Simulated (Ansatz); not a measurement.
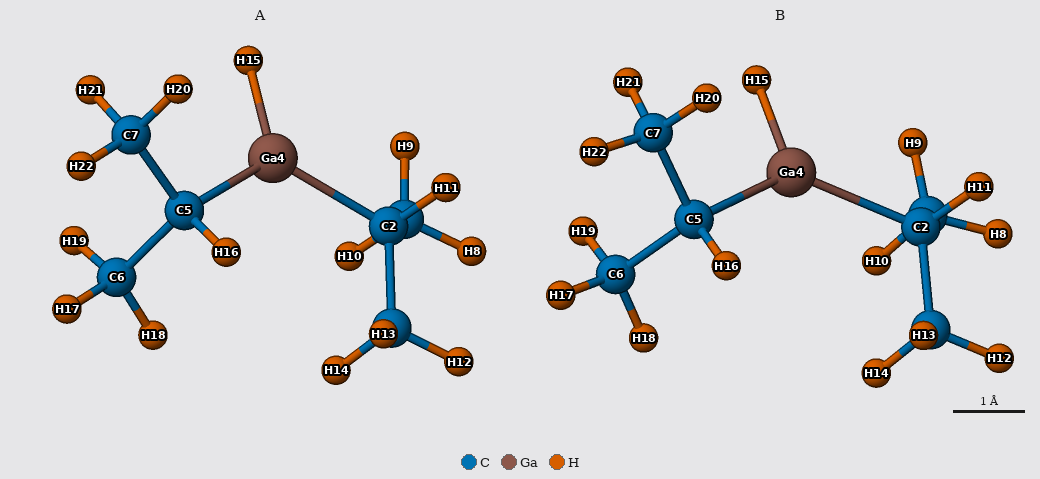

Two geometries of C6H15Ga, drawn at one scale. One is the start of a relaxation, the other its converged end. The picture is a ball-and-stick view, seen at a tilt.

All numbers below come from Ansatz 0.2.0, RKS PBE0-D4/def2-TZVP. Set-up: force threshold 0.005 eV/Å; at most 150 steps.

Q: Which of the two is the end point?

A: Structure A is the relaxed one. The start comes from GFN2-xTB. The largest move after the best rigid fit is that of an H atom, 0.43 Å. Largest moves by element: H 0.43 Å, C 0.31 Å, Ga 0.20 Å. Some distances before and after: C–Ga 2.087 → 1.992 Å, Ga–H 1.626 → 1.585 Å, C–H 1.092 → 1.097 Å, C–C 1.529 → 1.524 Å. Bond angles that change, for instance: C–Ga–C 131.4° → 122.4°, Ga–C–H 110.4° → 103.8°, Ga–C–C 107.6° → 113.2°. Over 16 geometry steps the energy falls by 4.45 kcal/mol. Largest force component: 0.59 eV/Å at the start, 0.0013 eV/Å at the end.
